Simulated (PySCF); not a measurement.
**C$_{5}$H$_{3}$F$_{3}$S: a changed input and its effect**

System: C$_{5}$H$_{3}$F$_{3}$S.
Method of the first run: GIAO PBE0/pcSseg-1 NMR shielding, non-relativistic, gas phase (PySCF 2.14.0).

The geometry comes from this level: GFN2-xTB, MD frame at 250 fs, 300 K. Text and figures count atoms from 1; the logs count them from 0 in places.

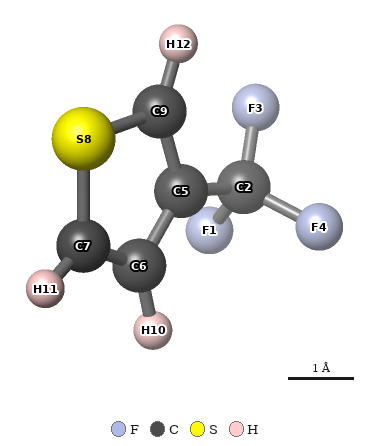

The input geometry (ball-and-stick view, seen at a tilt; atoms are numbered from 1 in the order of the input). Bond lengths as drawn: C–C 1.36 to 1.52 Å, C–F 1.32 to 1.36 Å, C–H 1.06 to 1.13 Å and C–S 1.70 to 1.74 Å.

## Input, the first run
```
{"job": {"kind": "nmr", "xc": "PBE0", "basis": "pcSseg-1", "pop": false}, "charge": 0, "multiplicity": 1}
F     -2.269600    -1.445300     0.574100
C     -2.078800    -0.145100     0.426100
F     -2.535900     0.394200     1.552200
F     -2.783400     0.257400    -0.670500
C     -0.597900     0.100900     0.198100
C      0.230500    -0.602600    -0.695200
C      1.518700    -0.195600    -0.588500
S      1.718100     1.051800     0.542600
C      0.035700     1.095800     1.001600
H     -0.208200    -1.411800    -1.346400
H      2.351700    -0.511100    -1.163100
H     -0.198400     1.886600     1.707600
```

The first line tells a small driver script what to run in PySCF; the rest is the geometry in Å.

Command:
```bash
OMP_NUM_THREADS=1 python <driver script> task.json out
```

Hardware: 1 CPU thread, shared host.

## Output (the first run)
```
coarse grid: 12176 points
cycle   1  E = -889.1275681769  dE =  1.690e+00  |g| = 8.751e-01  |ddm| = 3.546e+00
cycle   2  E = -888.9982161351  dE =  1.294e-01  |g| = 1.291e+00  |ddm| = 1.158e+00
cycle   3  E = -889.2584882502  dE = -2.603e-01  |g| = 7.238e-02  |ddm| = 7.178e-01
cycle   4  E = -889.2585305127  dE = -4.226e-05  |g| = 6.942e-02  |ddm| = 1.329e-01
cycle   5  E = -889.2597986066  dE = -1.268e-03  |g| = 1.296e-02  |ddm| = 7.326e-02
cycle   6  E = -889.2598348128  dE = -3.621e-05  |g| = 4.245e-03  |ddm| = 1.342e-02
cycle   7  E = -889.2598385271  dE = -3.714e-06  |g| = 1.261e-03  |ddm| = 4.777e-03
final grid: 118720 points
cycle   8  E = -889.3351324168  dE = -2.947e-05  |g| = 1.034e-02  |ddm| = 3.107e-02
cycle   9  E = -889.3350873097  dE =  4.511e-05  |g| = 1.681e-02  |ddm| = 2.810e-02
cycle  10  E = -889.3351581552  dE = -7.085e-05  |g| = 1.543e-03  |ddm| = 1.916e-02
cycle  11  E = -889.3351587270  dE = -5.718e-07  |g| = 4.002e-04  |ddm| = 1.649e-03
cycle  12  E = -889.3351587635  dE = -3.646e-08  |g| = 9.816e-05  |ddm| = 4.153e-04
cycle  13  E = -889.3351587648  dE = -1.341e-09  |g| = 6.211e-05  |ddm| = 1.390e-04
cycle  14  E = -889.3351587658  dE = -1.027e-09  |g| = 1.083e-05  |ddm| = 6.912e-05
cycle  15  E = -889.3351587659  dE = -2.592e-11  |g| = 2.910e-06  |ddm| = 1.013e-05
converged SCF energy = -889.3351587659

GIAO shielding tensors (ppm)
atom      isotropic    diamagn.    paramagn.     s11        s22        s33       span
  0 F      248.560     473.302    -224.742    180.955    240.662    324.062    143.107
  1 C       56.288     240.907    -184.619     47.866     54.289     66.708     18.842
  2 F      259.433     471.404    -211.971    195.185    238.705    344.410    149.225
  3 F      234.935     473.056    -238.121    147.268    222.179    335.359    188.091
  4 C       37.614     263.507    -225.893    -32.017     25.971    118.889    150.906
  5 C       60.499     248.717    -188.218    -16.727     43.443    154.780    171.507
  6 C       53.248     259.425    -206.177    -30.668     41.667    148.745    179.413
  7 S      227.509    1056.158    -828.649     78.113    213.862    390.551    312.437
  8 C       41.245     255.429    -214.184    -59.872     35.875    147.732    207.604
  9 H       23.207      29.276      -6.070     19.154     24.724     25.742      6.589
 10 H       24.583      30.859      -6.276     21.308     24.854     27.587      6.279
 11 H       22.816      30.855      -8.039     19.978     21.975     26.495      6.517
```

The input of the second run differs as follows (lines with − go, lines with + come):
```diff
-F     -2.269600    -1.445300     0.574100
-C     -2.078800    -0.145100     0.426100
-F     -2.535900     0.394200     1.552200
-F     -2.783400     0.257400    -0.670500
-C     -0.597900     0.100900     0.198100
-C      0.230500    -0.602600    -0.695200
-C      1.518700    -0.195600    -0.588500
-S      1.718100     1.051800     0.542600
-C      0.035700     1.095800     1.001600
-H     -0.208200    -1.411800    -1.346400
-H      2.351700    -0.511100    -1.163100
-H     -0.198400     1.886600     1.707600
+F     -2.135300    -1.835600     1.191100
+C     -2.064400    -0.469500     0.915700
+F     -2.019300     0.148900     2.075800
+F     -3.281800    -0.089500     0.519100
+C     -0.857300    -0.258200    -0.010900
+C     -0.703500    -0.559800    -1.382500
+C      0.520000    -0.138800    -1.869100
+S      1.422800     0.777500    -0.614700
+C      0.137800     0.556000     0.477800
+H     -1.423400    -1.076000    -1.994500
+H      0.923100    -0.179900    -2.787000
+H      0.222500     1.033100     1.395400
```

Predict how the results change.

With the same method and basis, the second run lies 5.9 kcal/mol higher. The HOMO goes from −7.48 to −7.56 eV. The LUMO goes from −1.14 to −1.31 eV. The dipole moment goes from 2.18 to 2.82 D. Of all shieldings, the largest change is that of F1, by −36.2 ppm. The SCF takes 14 iterations against 15.

## Output (the second run)
```
coarse grid: 12176 points
cycle   1  E = -889.1083941679  dE =  1.680e+00  |g| = 9.025e-01  |ddm| = 3.519e+00
cycle   2  E = -888.9548488569  dE =  1.535e-01  |g| = 1.375e+00  |ddm| = 1.203e+00
cycle   3  E = -889.2489927392  dE = -2.941e-01  |g| = 6.615e-02  |ddm| = 7.354e-01
cycle   4  E = -889.2490447543  dE = -5.202e-05  |g| = 6.217e-02  |ddm| = 1.057e-01
cycle   5  E = -889.2499307480  dE = -8.860e-04  |g| = 1.268e-02  |ddm| = 6.553e-02
cycle   6  E = -889.2499686546  dE = -3.791e-05  |g| = 4.334e-03  |ddm| = 1.553e-02
cycle   7  E = -889.2499726029  dE = -3.948e-06  |g| = 9.241e-04  |ddm| = 3.727e-03
final grid: 118720 points
cycle   8  E = -889.3256751199  dE = -3.604e-05  |g| = 9.888e-03  |ddm| = 3.175e-02
cycle   9  E = -889.3256375879  dE =  3.753e-05  |g| = 1.571e-02  |ddm| = 2.500e-02
cycle  10  E = -889.3256982855  dE = -6.070e-05  |g| = 1.401e-03  |ddm| = 1.726e-02
cycle  11  E = -889.3256987451  dE = -4.596e-07  |g| = 5.030e-04  |ddm| = 1.758e-03
cycle  12  E = -889.3256988056  dE = -6.048e-08  |g| = 8.517e-05  |ddm| = 4.758e-04
cycle  13  E = -889.3256988068  dE = -1.181e-09  |g| = 3.663e-05  |ddm| = 8.821e-05
cycle  14  E = -889.3256988070  dE = -2.660e-10  |g| = 1.119e-05  |ddm| = 4.083e-05
converged SCF energy = -889.3256988070

GIAO shielding tensors (ppm)
atom      isotropic    diamagn.    paramagn.     s11        s22        s33       span
  0 F      212.380     472.730    -260.349    108.960    185.376    342.806    233.846
  1 C       52.569     234.671    -182.102     41.398     54.342     61.967     20.569
  2 F      251.984     473.069    -221.085    185.997    237.976    331.979    145.982
  3 F      236.260     469.651    -233.391    156.541    223.071    329.166    172.625
  4 C       50.061     259.688    -209.626    -19.493     47.180    122.497    141.990
  5 C       56.095     247.604    -191.510    -31.730     39.839    160.175    191.905
  6 C       35.576     258.681    -223.105    -51.256     26.284    131.700    182.956
  7 S      237.258    1056.092    -818.834     35.679    244.776    431.320    395.641
  8 C       44.297     257.006    -212.709    -50.003     30.845    152.049    202.053
  9 H       23.995      29.521      -5.526     20.568     24.757     26.659      6.091
 10 H       24.700      33.019      -8.318     22.365     23.823     27.913      5.549
 11 H       24.356      33.299      -8.943     20.715     23.403     28.951      8.236
```

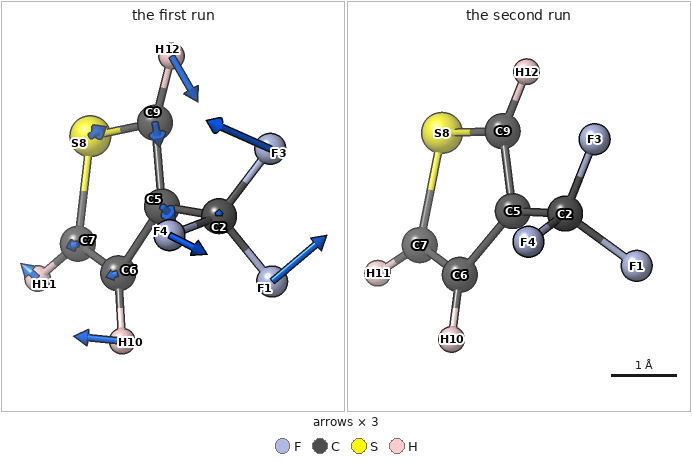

The two input geometries at one scale (ball-and-stick view, seen at a tilt). The blue arrows on the first give the shifts of the atoms after the best rigid fit, magnified 3 times. The atom that moves furthest after the best rigid fit is F3 (0.43 Å). By element the largest moves are F 0.43 Å, H 0.28 Å, C 0.15 Å, S 0.13 Å. Among the contacts that change: C7–S8 1.696 → 1.797 Å, F1–C2 1.322 → 1.395 Å, C7–H11 1.060 → 1.003 Å, C5–C9 1.427 → 1.375 Å.

## The two runs side by side

| quantity | the first run | the second run |
| --- | --- | --- |
| outcome | converged | converged |
| total energy (hartree) | −889.335159 | −889.325699 |
| HOMO (eV) | −7.48 | −7.56 |
| LUMO (eV) | −1.14 | −1.31 |
| dipole moment (D) | 2.18 | 2.82 |
| shielding of F1 (ppm) | 248.6 | 212.4 |
| shielding of C2 (ppm) | 56.3 | 52.6 |
| shielding of F3 (ppm) | 259.4 | 252.0 |
| shielding of C5 (ppm) | 37.6 | 50.1 |
| shielding of C6 (ppm) | 60.5 | 56.1 |
| shielding of C7 (ppm) | 53.2 | 35.6 |
| shielding of S8 (ppm) | 227.5 | 237.3 |
| SCF iterations | 15 | 14 |
| basis functions | 175 | 175 |
| wall time (shared host) | 67 s | 49 s |
